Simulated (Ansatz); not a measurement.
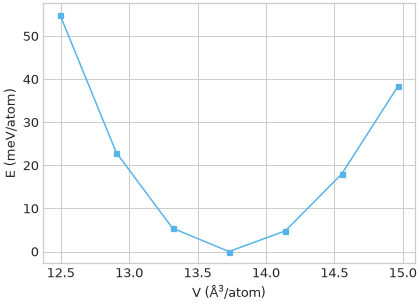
*NiGe in space group Pnma (No. 62; Ni on 4c, Ge on 4c) under volume change, plane-wave PAW PBE (Ansatz code), shape and atoms relaxed at each volume.*

**Question.** What does a third-order Birch–Murnaghan fit give for V₀, B₀ and B′?

**Answer.** V₀ = 13.73 Å³/atom, B₀ = 131 GPa, B′ = 4.9.

Symmetry was held in the PBE relaxation. No spin polarisation was allowed.

Potentials: the earlier of the program's two PAW sets.
